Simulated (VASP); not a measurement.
Band structure of Se (relaxed from the simple-cubic structure, space group Pm-3m). Computed with r2SCAN meta-GGA, VASP's PBE PAW potentials (set 64) (plane waves; VASP 6.6.1).

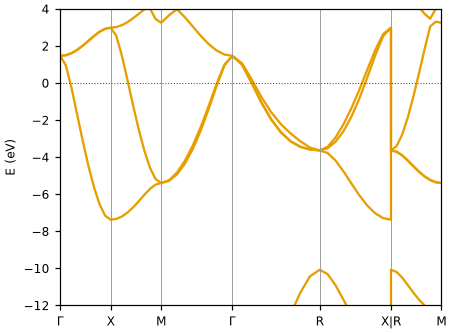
Bands along high-symmetry lines, zero at the valence-band maximum or, without a gap, the Fermi level

Question: Read the plot: is there a gap, and where are the band edges?

Answer: It has no gap at this level: it comes out as a metal or semimetal.

The structure was generated: Se was put into the simple-cubic type (Pm-3m), which need not be its known phase. It was relaxed first.
